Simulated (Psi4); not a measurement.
**Geometry relaxation, with input and output: NaF (part 3 of 3)**

NaF, SMILES [F][Na]; M06-2X/6-31G*, RKS (Psi4 1.11). The geometry comes from this level: PBE0-D4/def2-TZVP.

### Log, continued
```
 ------------------------------------------------------------------------------------

	total time  =          1 seconds =       0.02 minutes

         ------------------------------------------------------------
                                   SCF GRAD
         ------------------------------------------------------------

  ==> Geometry <==

    Molecular point group: c2v
    Full point group: C_inf_v

    Geometry (in Angstrom), charge = 0, multiplicity = 1:

       Center              X                  Y                   Z               Mass
    ------------   -----------------  -----------------  -----------------  -----------------
         F            0.000000000000    -0.000000000000    -1.027707491582    18.998403162730
         NA           0.000000000000     0.000000000000     0.849282174994    22.989769282000

  Nuclear repulsion =   27.910938876881307

   => Molecular Quadrature <=

    Radial Scheme          =       TREUTLER
    Pruning Scheme         =           NONE
    Nuclear Scheme         =       TREUTLER

    Blocking Scheme        =         OCTREE
    BS radius alpha        =              1
    Pruning alpha          =              1
    Radial Points          =             75
    Spherical Points       =            302
    Total Points           =          43451
    Total Blocks           =            415
    Max Points             =            254
    Max Functions          =             34
    Weights Tolerance      =       1.00E-15

  -Total Gradient:
     Atom            X                  Y                   Z
    ------   -----------------  -----------------  -----------------
       1        0.000000000000     0.000000000000     0.000792472837
       2       -0.000000000000    -0.000000000000     0.000033721690

	total time  =          0 seconds =       0.00 minutes

    			-----------------------------------------

    			 OPTKING 3.0: for geometry optimizations

    			        with contributions from

    			-----------------------------------------

	                            ===> Fragment 1 <==

	 Z (Atomic Numbers)          Masses                          Geom
	       9.000000            18.998403          0.00000000 -0.00000000 -1.94208570
	      11.000000            22.989769          0.00000000  0.00000000  1.60491071

	 - Coordinate -           - BOHR/RAD -       - ANG/DEG -
	 R(1,2)           =         3.546996           1.876990

	        --- Internal Coordinate Step in ANG or DEG, aJ/ANG or AJ/DEG ---
	-------------------------------------------------------------------------------
	           Coordinate      Previous         Force          Change          New
	           ----------      --------        ------          ------        ------
	               R(1,2)       1.87699        0.00313        0.00159       1.87858
	-------------------------------------------------------------------------------

	                                 ==> Convergence Check <==

	Measures of convergence in internal coordinates in au.

	Criteria marked as inactive (o), active & met (*), and active & unmet ( ).

	----------------------------------------------------------------------------------------------
	   Step    Total Energy     Delta E     Max Force     RMS Force      Max Disp      RMS Disp
	----------------------------------------------------------------------------------------------
	  Convergence Criteria     1.00e-06 *    3.00e-04 *             o    1.20e-03 *             o
	----------------------------------------------------------------------------------------------
	     3    -262.07898948   -3.52e-05      3.79e-04      3.79e-04 o    3.01e-03      3.01e-03 o  ~
	----------------------------------------------------------------------------------------------

Next Geometry in Ang
	Fragment 1 (Ang)

	    F   0.0000000000  -0.0000000000  -1.0285039886
	   Na   0.0000000000   0.0000000000   0.8500786720

    Structure for next step:
    Molecular point group: c2v
    Full point group: C_inf_v

    Geometry (in Angstrom), charge = 0, multiplicity = 1:

    F           -0.000000000000     0.000000000000    -1.028579703021
    NA           0.000000000000     0.000000000000     0.850002957546

gradient() will perform analytic gradient computation.

  ==> Geometry <==

    Molecular point group: c2v
    Full point group: C_inf_v

    Geometry (in Angstrom), charge = 0, multiplicity = 1:

       Center              X                  Y                   Z               Mass
    ------------   -----------------  -----------------  -----------------  -----------------
         F            0.000000000000     0.000000000000    -1.028579703021    18.998403162730
         NA           0.000000000000    -0.000000000000     0.850002957546    22.989769282000

  Running in c2v symmetry.

  Rotational constants: A = ************  B =      0.45921  C =      0.45921 [cm^-1]
  Rotational constants: A = ************  B =  13766.76314  C =  13766.76314 [MHz]
  Nuclear repulsion =   27.887271056004035

  Charge       = 0
  Multiplicity = 1
  Electrons    = 20
  Nalpha       = 10
  Nbeta        = 10

   => Molecular Quadrature <=

    Radial Scheme          =       TREUTLER
    Pruning Scheme         =           NONE
    Nuclear Scheme         =       TREUTLER

    Blocking Scheme        =         OCTREE
    BS radius alpha        =              1
    Pruning alpha          =              1
    Radial Points          =             75
    Spherical Points       =            302
    Total Points           =          43454
    Total Blocks           =            416
    Max Points             =            256
    Max Functions          =             34
    Weights Tolerance      =       1.00E-15

   => Auxiliary Basis Set <=

  Basis Set: (6-31G* AUX)
    Blend: CC-PVDZ-JKFIT + DEF2-UNIVERSAL-JKFIT
    Number of shells: 58
    Number of basis functions: 218
    Number of Cartesian functions: 218
    Spherical Harmonics?: false
    Max angular momentum: 4

  Cached 100.0% of DFT collocation blocks in 0.096 [GiB].

  Minimum eigenvalue in the overlap matrix is 8.3333894793E-03.
  Reciprocal condition number of the overlap matrix is 1.8809254658E-03.
    Using symmetric orthogonalization.

  ==> Iterations <==

                           Total Energy        Delta E     RMS |[F,P]|

   @DF-RKS iter   0:  -262.07890622838408   -2.62079e+02   7.97682e-05
   @DF-RKS iter   1:  -262.07899089478883   -8.46664e-05   3.72752e-06 DIIS
   @DF-RKS iter   2:  -262.07899090398593   -9.19709e-09   1.80125e-06 DIIS
   @DF-RKS iter   3:  -262.07899090483681   -8.50889e-10   1.50605e-06 DIIS
   @DF-RKS iter   4:  -262.07899090528190   -4.45084e-10   1.67030e-07 DIIS
   @DF-RKS iter   5:  -262.07899090531191   -3.00133e-11   2.72601e-08 DIIS
   @DF-RKS iter   6:  -262.07899090531225   -3.41061e-13   2.91014e-09 DIIS
  Energy and wave function converged.

  ==> Post-Iterations <==

   Electrons on quadrature grid:
      Ntotal   =   19.9999433606 ; deviation = -5.664e-05

    Orbital Energies [Eh]
    ---------------------

    Doubly Occupied:

       1A1   -39.141419     2A1   -25.022164     3A1    -2.408088
       1B2    -1.285942     1B1    -1.285942     4A1    -1.285252
       5A1    -1.054370     6A1    -0.298944     2B2    -0.290558
       2B1    -0.290558

    Virtual:

       7A1    -0.048554     3B2     0.016404     3B1     0.016404
       8A1     0.049304     9A1     0.072836     4B2     0.150841
       4B1     0.150841    10A1     0.215821    11A1     0.385978
       1A2     0.385992     5B2     0.433408     5B1     0.433408
      12A1     0.483505    13A1     0.541226    14A1     1.437307
       6B2     1.548757     6B1     1.548757    15A1     1.836787
      16A1     2.078628    17A1     2.099801     2A2     2.100272
       7B2     2.150899     7B1     2.150899    18A1     4.130933

    Final Occupation by Irrep:
             A1    A2    B1    B2
    DOCC [     6,    0,    2,    2 ]
    NA   [     6,    0,    2,    2 ]
    NB   [     6,    0,    2,    2 ]

  @DF-RKS Final Energy:  -262.07899090531225

   => Energetics <=

    Nuclear Repulsion Energy =             27.8872710560040353
    One-Electron Energy =                -425.3668924476060624
    Two-Electron Energy =                 147.3143352151100203
    DFT Exchange-Correlation Energy =     -11.9137047288202229
    Empirical Dispersion Energy =           0.0000000000000000
    VV10 Nonlocal Energy =                  0.0000000000000000
    Total Energy =                       -262.0789909053122528

Computation Completed

Properties will be evaluated at   0.000000,   0.000000,   0.000000 [a0]

Properties computed using the SCF density matrix

 Multipole Moments:

 ------------------------------------------------------------------------------------
     Multipole            Electronic (a.u.)      Nuclear  (a.u.)        Total (a.u.)
 ------------------------------------------------------------------------------------

 L = 1.  Multiply by 2.5417464519 to convert [e a0] to [Debye]
 Dipole X            :          0.0000000           -0.0000000           -0.0000000
 Dipole Y            :          0.0000000            0.0000000            0.0000000
 Dipole Z            :          2.7151600            0.1753953            2.8905553
 Magnitude           :                                                    2.8905553

 ------------------------------------------------------------------------------------

	total time  =          1 seconds =       0.02 minutes

         ------------------------------------------------------------
                                   SCF GRAD
         ------------------------------------------------------------

  ==> Geometry <==

    Molecular point group: c2v
    Full point group: C_inf_v

    Geometry (in Angstrom), charge = 0, multiplicity = 1:

       Center              X                  Y                   Z               Mass
    ------------   -----------------  -----------------  -----------------  -----------------
         F            0.000000000000     0.000000000000    -1.028579703021    18.998403162730
         NA          -0.000000000000     0.000000000000     0.850002957546    22.989769282000

  Nuclear repulsion =   27.887271056004035

   => Molecular Quadrature <=

    Radial Scheme          =       TREUTLER
    Pruning Scheme         =           NONE
    Nuclear Scheme         =       TREUTLER

    Blocking Scheme        =         OCTREE
    BS radius alpha        =              1
    Pruning alpha          =              1
    Radial Points          =             75
    Spherical Points       =            302
    Total Points           =          43454
    Total Blocks           =            416
    Max Points             =            256
    Max Functions          =             34
    Weights Tolerance      =       1.00E-15

  -Total Gradient:
     Atom            X                  Y                   Z
    ------   -----------------  -----------------  -----------------
       1        0.000000000000     0.000000000000     0.000392046768
       2        0.000000000000    -0.000000000000     0.000468931441

	total time  =          0 seconds =       0.00 minutes

    			-----------------------------------------

    			 OPTKING 3.0: for geometry optimizations

    			        with contributions from

    			-----------------------------------------

	                            ===> Fragment 1 <==

	 Z (Atomic Numbers)          Masses                          Geom
	       9.000000            18.998403          0.00000000  0.00000000 -1.94373394
	      11.000000            22.989769         -0.00000000  0.00000000  1.60627280

	 - Coordinate -           - BOHR/RAD -       - ANG/DEG -
	 R(1,2)           =         3.550007           1.878583

	        --- Internal Coordinate Step in ANG or DEG, aJ/ANG or AJ/DEG ---
	-------------------------------------------------------------------------------
	           Coordinate      Previous         Force          Change          New
	           ----------      --------        ------          ------        ------
	               R(1,2)       1.87858       -0.00032       -0.00016       1.87842
	-------------------------------------------------------------------------------

	                                 ==> Convergence Check <==

	Measures of convergence in internal coordinates in au.

	Criteria marked as inactive (o), active & met (*), and active & unmet ( ).

	----------------------------------------------------------------------------------------------
	   Step    Total Energy     Delta E     Max Force     RMS Force      Max Disp      RMS Disp
	----------------------------------------------------------------------------------------------
	  Convergence Criteria     1.00e-06 *    3.00e-04 *             o    1.20e-03 *             o
	----------------------------------------------------------------------------------------------
	     4    -262.07899091   -1.43e-06      3.84e-05 *    3.84e-05 o    3.06e-04 *    3.06e-04 o  ~
	----------------------------------------------------------------------------------------------

Next Geometry in Ang
	Fragment 1 (Ang)

	    F   0.0000000000   0.0000000000  -1.0284986928
	   Na  -0.0000000000   0.0000000000   0.8499219473

    Final optimized geometry and variables:
    Molecular point group: c2v
    Full point group: C_inf_v

    Geometry (in Angstrom), charge = 0, multiplicity = 1:

    F            0.000000000000    -0.000000000000    -1.028579703021
    NA           0.000000000000     0.000000000000     0.850002957546

    Psi4 run time: 0:00:05.00

[set-up sections that repeat, and orbital energies of the middle runs, are left out above]
```

### Standard output
```
Optimizer: Optimization complete!
```

### Trajectory as extended XYZ (Å, eV, eV/Å), 4 frames, from step=0 to step=3
```
2
Properties=species:S:1:pos:R:3:forces:R:3 step=0 energy=-7131.52187
F    -0.8041    0.2401   -0.4224    0.4309  -0.1422   0.2234
Na    0.8336   -0.3003    0.4265   -0.4786   0.1579  -0.2481
2
Properties=species:S:1:pos:R:3:forces:R:3 step=1 energy=-7131.53165
F    -0.7903    0.2355   -0.4152    0.1323  -0.0436   0.0685
Na    0.8222   -0.2965    0.4206   -0.1799   0.0594  -0.0933
2
Properties=species:S:1:pos:R:3:forces:R:3 step=2 energy=-7131.53261
F    -0.7830    0.2331   -0.4115   -0.0347   0.0115  -0.0180
Na    0.8162   -0.2946    0.4175   -0.0015   0.0005  -0.0008
2
Properties=species:S:1:pos:R:3:forces:R:3 step=3 energy=-7131.53265
F    -0.7838    0.2334   -0.4119   -0.0172   0.0057  -0.0089
Na    0.8168   -0.2948    0.4178   -0.0205   0.0068  -0.0106
```

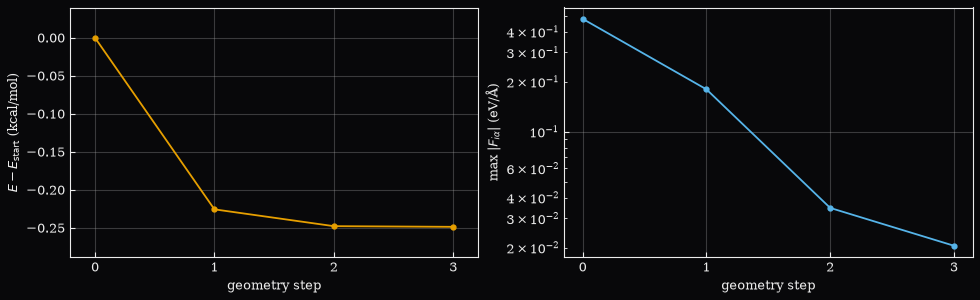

**Figure 1.** Progress of the relaxation, step by step (steps are counted from 0).

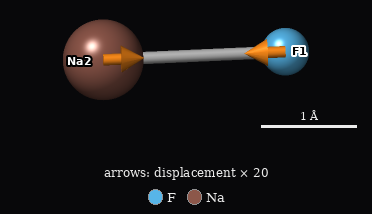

**Figure 2.** The starting structure with the displacements as orange arrows, magnified 20 times (ball-and-stick view, seen at a tilt). The two geometries are laid on each other by the best rigid fit. The largest moves after the best rigid fit, 0.022 Å, are those of F1 and Na2. Largest moves by element: Na 0.022 Å, F 0.022 Å. Distances before and after: F1–Na2 1.922 → 1.879 Å. After 3 geometry steps the energy has fallen by 0.25 kcal/mol. Largest force component: 0.48 eV/Å at the start, 0.021 eV/Å at the end. (Atoms are counted from 1 in the order of the input.)

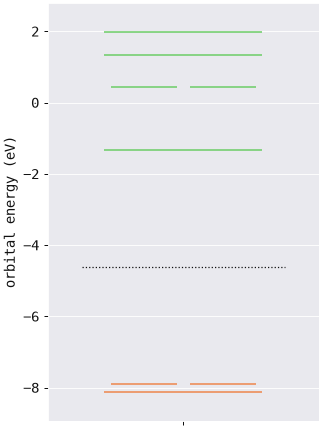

**Figure 3.** Orbital energies near the frontier; the dotted line parts filled from empty levels, and levels within 0.02 eV of each other stand side by side. Highest filled −7.91 eV, lowest empty −1.32 eV, 6.59 eV apart.

This output came from the following input.

### The input (fna.dat)
```
memory 1.6 GB

molecule system {
  0 1
  F     -0.804100     0.240100    -0.422400
  Na     0.833600    -0.300300     0.426500
}

set globals {
  basis 6-31G*
  geom_maxiter 60
}

optimize('m06-2x')
```

Run as:
```bash
psi4 -n 1 fna.dat fna.out
```

### Results in brief

```json
{"quantity": "outcome", "value": "converged"}
{"quantity": "total energy", "value": "−262.078991 hartree"}
{"quantity": "basis functions", "value": "34"}
{"quantity": "HOMO", "value": "−7.91 eV"}
{"quantity": "LUMO", "value": "−1.32 eV"}
{"quantity": "dipole moment", "value": "7.35 D"}
{"quantity": "hardware", "value": "1 thread of Intel Xeon (Granite Rapids), 64 GiB of memory available, shared host"}
{"quantity": "wall time", "value": "6 s"}
{"quantity": "peak memory", "value": "0.32 GiB"}
```
